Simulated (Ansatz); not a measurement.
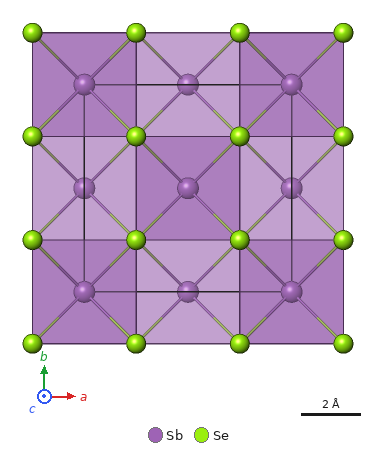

A crystal of SbSe₂ (a generated structure, set up in Fm-3m) (coarse preliminary run), before the relaxation. A polyhedral model of the conventional cell (4 times the calculation's cell), seen along the c axis. Lengths and directions refer to the drawn axes.

Method: DFT PBE, scalar-relativistic, plane waves, PAW in Ansatz 0.2.0.

The input:
```yaml
crystal:
  lattice:
    - [0.0, 3.57036052, 3.57036052]
    - [3.57036052, 0.0, 3.57036052]
    - [3.57036052, 3.57036052, 0.0]
  atoms:
    - { symbol: Sb, position: [0.0, 0.0, 0.0] }
    - { symbol: Se, position: [0.25, 0.25, 0.25] }
    - { symbol: Se, position: [0.75, 0.75, 0.75] }
basis:
  ecutwfc: 420
kpoints:
  mp_grid: { grid: [4, 4, 4] }
hamiltonian:
  xc: pbe
scf:
  occupations: { method: gaussian, width: 0.1 }
  lower_state_search: "off"
output:
  forces: true
  stress: true
  eigenvalues: true
relax:
  adjacent_minimum: "off"
  f_tol: 0.04
  max_steps: 70
  cell: { stress_tol: 0.4 }
```

Launched with:
```bash
ansatz run input.yaml --threads 1 --pin off --max-ram 2048MiB --backend cpu --events-out ev --progress --plain --runs-dir out
```

### Predict the outcome.

After 2 accepted moves (3 points after the start) the energy has fallen by 43.7 meV per atom. All forces vanish by symmetry, so only the cell relaxes. Pressure: −4.41 GPa at the start and −0.22 GPa at the end. The SCF was repeated once at an unchanged geometry on a basis and grid sized afresh for the cell, which shifted the energy by 0.3 meV per atom at most. The atoms keep their places relative to the cell (all moves are under 0.005 Å). The drawn cell changes as follows: a = b = c 7.141 → 6.914 Å (−3.2 %); the volume changes by −9.2 %. Near-neighbour distances that change, for instance: Sb1–Se2 3.092 → 2.994 Å. The space group stays Fm-3m (No. 225). The run took 7.3 s on 1 thread of Arm Neoverse V1, with other jobs on the host, peak memory 0.34 GiB.

Final geometry:

```xyz
3
Lattice="0.0000 3.4571 3.4571 3.4571 0.0000 3.4571 3.4571 3.4571 0.0000" Properties=species:S:1:pos:R:3 pbc="T T T"
Sb    0.0000    0.0000    0.0000
Se    1.7286    1.7286    1.7286
Se    5.1857    5.1857    5.1857
```

After the run, drawn alike:

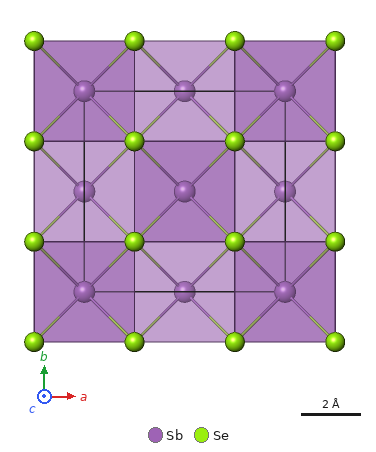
